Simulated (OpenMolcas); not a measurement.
# doublet BNH3Cl−: levels of theory compared

Aim: a comparison of 4 runs (UB3LYP/6-31G*, U-r2SCAN/aug-cc-pVDZ, UPBE/aug-cc-pVDZ, USVWN5/aug-cc-pVDZ) of doublet BNH3Cl−. 

The calculation is run with OpenMolcas 26.06.

1 further run of the same task is left out (it didn't finish).

**1. The system as given**

The species is BNH3Cl− (6 atoms), meant as a doublet with charge -1. SMILES of the parent species: `NBCl`. The shape is that of a PBE0-D4/def2-TZVP optimisation. That shape belongs to the parent species and isn't relaxed for this state.

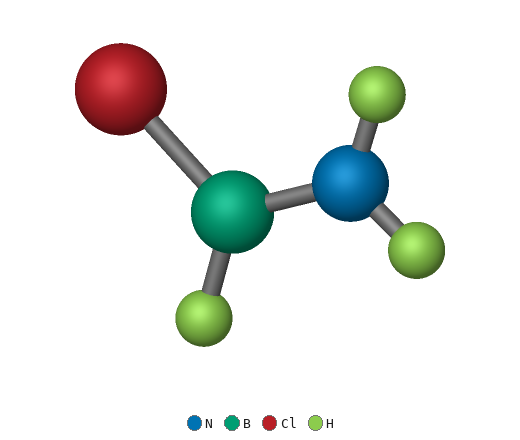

Viewed from a chosen angle; nitrogen blue, boron teal, chlorine red, hydrogen green.

**2. The energy at UB3LYP/6-31G(d) (Cartesian functions) (run 1)**

mol.xyz reads:

```xyz
6

N     -0.395600    -0.007800    -0.658000
B      0.369600    -0.158900     0.483700
Cl     0.529900     1.189300     1.616000
H     -0.511800    -0.749300    -1.326600
H     -0.878600     0.844500    -0.888200
H      0.928800    -1.181900     0.727100
```

run.input reads:

```
>>> EXPORT MOLCAS_PRINT=2
&GATEWAY
BasLib
$CurrDir
Coord
mol.xyz
Basis
6-31Gs
Group
NoSym
&SEWARD
GridInput
Grid=UltraFine
End of Grid
&SCF
UHF
Charge
-1
Spin
2
KSDFT
B3LYP
Thresholds
1e-10 1e-07 1e-07 1e-05
PrOrbitals
0
```

The basis set 6-31G* is read from a file made from the Basis Set Exchange's data (not shown).

On the command line:

```
$ export MOLCAS_MEM=1860
$ pymolcas run.input > run.log
```

The log of the run:

```text
--- Start Module: gateway ---
[...]
--- Stop Module: gateway /rc=_RC_ALL_IS_WELL_ ---
--- Start Module: seward ---
[...]
      Basis functions           55
--- Stop Module: seward /rc=_RC_ALL_IS_WELL_ ---
[...]
--- Start Module: scf ---
[...]
       Convergence after  18 Iterations
[...]
::    Total KS-DFT energy                            -541.5818361007
[...]
      Total spin, S                                     0.5015710726
[...]
      Total electronic charge=   33.000000
      Total            charge=   -1.000000
[...]
      Dipole Moment (debye):
      Origin of the operator (angstrom)=    0.2634    0.6132    0.8114
                   X= -1.3523E+00               Y=  1.8169E+00               Z= -1.0148E+00           Total=  2.4819E+00
      Center of Charge (angstrom)
[...]
--- Stop Module: scf /rc=_RC_ALL_IS_WELL_ ---
[...]
```

Run time: 29 s. Hardware: 1 thread of AMD EPYC 7R43 (Zen 3), shared host; peak memory 0.39 GiB.

**3. A single-point energy at U-r2SCAN/aug-cc-pVDZ (run 2)**

coord.xyz reads:

```xyz
6

N     -0.395600    -0.007800    -0.658000
B      0.369600    -0.158900     0.483700
Cl     0.529900     1.189300     1.616000
H     -0.511800    -0.749300    -1.326600
H     -0.878600     0.844500    -0.888200
H      0.928800    -1.181900     0.727100
```

calc.input reads:

```
* BClH3N Kohn-Sham DFT
>>> EXPORT MOLCAS_PRINT=2

&GATEWAY
 BasLib
 $CurrDir
 Coord
 coord.xyz
 Basis
 aug-cc-pVDZ
 Group
 NoSym

&SEWARD
 GridInput
 Grid=UltraFine
 End of Grid

&SCF
 UHF
 Charge
 -1
 Spin
 2
 KSDFT
 2
 1.0 MGGA_X_R2SCAN
 1.0 MGGA_C_R2SCAN
 Thresholds
 1e-10 1e-07 1e-07 1e-05
 PrOrbitals
 1 2
```

The basis set aug-cc-pVDZ is read from a file made from the Basis Set Exchange's data (not shown).

On the command line:

```
$ export MOLCAS_MEM=1860
$ pymolcas calc.input > calc.log
```

The log of the run:

```text
--- Start Module: gateway ---
[...]
--- Stop Module: gateway /rc=_RC_ALL_IS_WELL_ ---
--- Start Module: seward ---
[...]
      Basis functions          100
--- Stop Module: seward /rc=_RC_ALL_IS_WELL_ ---
[...]
--- Start Module: scf ---
[...]
       Convergence after  22 Iterations
[...]
::    Total KS-DFT energy                            -541.6109809341
[...]
      Total spin, S                                     0.5000661251
[...]
      Total electronic charge=   33.000000
      Total            charge=   -1.000000
[...]
      Dipole Moment (debye):
      Origin of the operator (angstrom)=    0.2634    0.6132    0.8114
                   X=  4.9878E+00               Y=  3.1293E+00               Z=  1.0105E+01           Total=  1.1695E+01
      Center of Charge (angstrom)
[...]
--- Stop Module: scf /rc=_RC_ALL_IS_WELL_ ---
[...]
```

It took 1.7 min on 1 thread of AMD EPYC 7R43 (Zen 3), shared host; peak memory 0.56 GiB.

**4. The energy at UPBE/aug-cc-pVDZ (run 3)**

geom.xyz reads:

```xyz
6

N     -0.395600    -0.007800    -0.658000
B      0.369600    -0.158900     0.483700
Cl     0.529900     1.189300     1.616000
H     -0.511800    -0.749300    -1.326600
H     -0.878600     0.844500    -0.888200
H      0.928800    -1.181900     0.727100
```

job.input reads:

```
&GATEWAY
 BASLIB=$CurrDir
 COORD=geom.xyz
 BASIS=aug-cc-pVDZ
 GROUP=NoSym

&SEWARD
 GRIDINPUT
 Grid=UltraFine
 End of Grid

&SCF
 UHF
 CHARGE=-1
 SPIN=2
 KSDFT=PBE
 THRESHOLDS=1e-10 1e-07 1e-07 1e-05
 PRORBITALS=0
```

The basis set aug-cc-pVDZ is read from a file made from the Basis Set Exchange's data (not shown).

On the command line:

```
$ export MOLCAS_MEM=1860
$ pymolcas job.input > job.log
```

The log of the run:

```text
--- Start Module: gateway ---
[...]
--- Stop Module: gateway /rc=_RC_ALL_IS_WELL_ ---
--- Start Module: seward ---
[...]
      Basis functions          100
--- Stop Module: seward /rc=_RC_ALL_IS_WELL_ ---
[...]
--- Start Module: scf ---
[...]
       Convergence after  23 Iterations
[...]
::    Total KS-DFT energy                            -541.3935059308
[...]
      Total spin, S                                     0.5000305877
[...]
      Total electronic charge=   33.000000
      Total            charge=   -1.000000
[...]
      Dipole Moment (debye):
      Origin of the operator (angstrom)=    0.2634    0.6132    0.8114
                   X=  4.6703E+00               Y=  2.8934E+00               Z=  9.4380E+00           Total=  1.0921E+01
      Center of Charge (angstrom)
[...]
--- Stop Module: scf /rc=_RC_ALL_IS_WELL_ ---
[...]
```

It took 77 s on 1 thread of AMD EPYC 7R43 (Zen 3), shared host; peak memory 0.56 GiB.

**5. A single-point energy at USVWN5/aug-cc-pVDZ (run 4)**

test.inp reads:

```
&GATEWAY
BasLib = $CurrDir
Coord
6
bohr
N     -0.74757565    -0.01473986    -1.24343979
B      0.69844278    -0.30027748     0.91406053
Cl     1.00136587     2.24745128     3.05379742
H     -0.96716183    -1.41597179    -2.50691068
H     -1.66031337     1.59587371    -1.67845474
H      1.75517762    -2.23346731     1.37401987
Basis = aug-cc-pVDZ
Group = NoSym
&SEWARD
GridInput
Grid=UltraFine
End of Grid
&SCF
UHF
Charge = -1
Spin = 2
KSDFT = SVWN5
Thresholds = 1e-10 1e-07 1e-07 1e-05
PrOrbitals = 1
```

The basis set aug-cc-pVDZ is read from a file made from the Basis Set Exchange's data (not shown).

On the command line:

```
$ export MOLCAS_MEM=1860
$ pymolcas test.inp > test.log
```

The log of the run:

```text
--- Start Module: gateway ---
[...]
--- Stop Module: gateway /rc=_RC_ALL_IS_WELL_ ---
--- Start Module: seward ---
[...]
      Basis functions          100
--- Stop Module: seward /rc=_RC_ALL_IS_WELL_ ---
[...]
--- Start Module: scf ---
[...]
       Convergence after  23 Iterations
[...]
::    Total KS-DFT energy                            -539.4606184845
[...]
      Total spin, S                                     0.5000603849
[...]
      Total electronic charge=   33.000000
      Total            charge=   -1.000000
[...]
      Dipole Moment (debye):
      Origin of the operator (angstrom)=    0.2634    0.6132    0.8114
                   X=  4.3338E+00               Y=  2.7470E+00               Z=  8.7978E+00           Total=  1.0185E+01
      Center of Charge (angstrom)
[...]
--- Stop Module: scf /rc=_RC_ALL_IS_WELL_ ---
[...]
```

It took 44 s on 1 thread of AMD EPYC 7R43 (Zen 3), shared host; peak memory 0.56 GiB.

**6. Overview of the runs**

```tsv
run	level	Cartesian functions	energy (Eh)	HOMO energy (eV)	LUMO energy (eV)	⟨S²⟩	wall time
1	UB3LYP/6-31G* (Cartesian functions)	yes	-541.581836	5.54	7.68	0.753	29 s
2	U-r2SCAN/aug-cc-pVDZ	no	-541.610981	1.86	2.33	0.750	1.7 min
3	UPBE/aug-cc-pVDZ	no	-541.393506	1.79	2.25	0.750	77 s
4	USVWN5/aug-cc-pVDZ	no	-539.460618	1.79	2.22	0.750	44 s
```

**7. Results**

| quantity | value |
| --- | --- |
| run 4: total energy | -539.46062 Eh |
| run 4: HOMO energy (highest over α and β) | 1.79 eV |
| run 4: LUMO energy (lowest over α and β) | 2.22 eV |
| run 4: ⟨S²⟩ | 0.750 |

**Reading.** Totals of different functionals can't be ranked against each other. In runs 1, 2, 3, 4 the HOMO lies above zero, so the outermost electron may be held by the basis alone. All runs together took 4.2 min, the longest 1.7 min.
